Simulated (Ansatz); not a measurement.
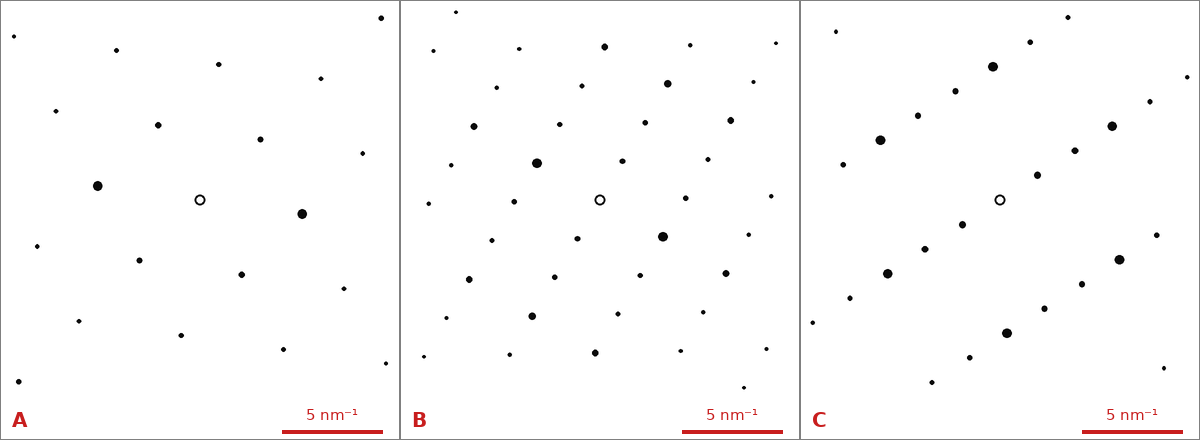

The patterns are kinematic simulations for 200 kV electrons (no multiple scattering; isotropic B = 0.5 Å²).

All three come from MgCdHg, space group I4mm (No. 107), a = 3.876 Å, c = 8.927 Å. Structure: coordinates from a relaxation with DFT PBE, scalar-relativistic, plane waves, PAW in Ansatz 0.2.0; the starting structure was generated, so it need not be a known form of this composition.

> Assign the zone axes [110], [201], [210] to A, B and C.

A is [201]: centred rectangular net of -1 1 2 at d = 2.34 Å and -1 -1 2 at d = 2.34 Å, at 74.1°. B is [110]: rectangular net of 0 0 2 at d = 4.46 Å and 1 -1 0 at d = 2.74 Å, at 90.0°. C is [210]: centred rectangular net of 0 0 2 at d = 4.46 Å and 1 -2 1 at d = 1.70 Å, at 79.0°.
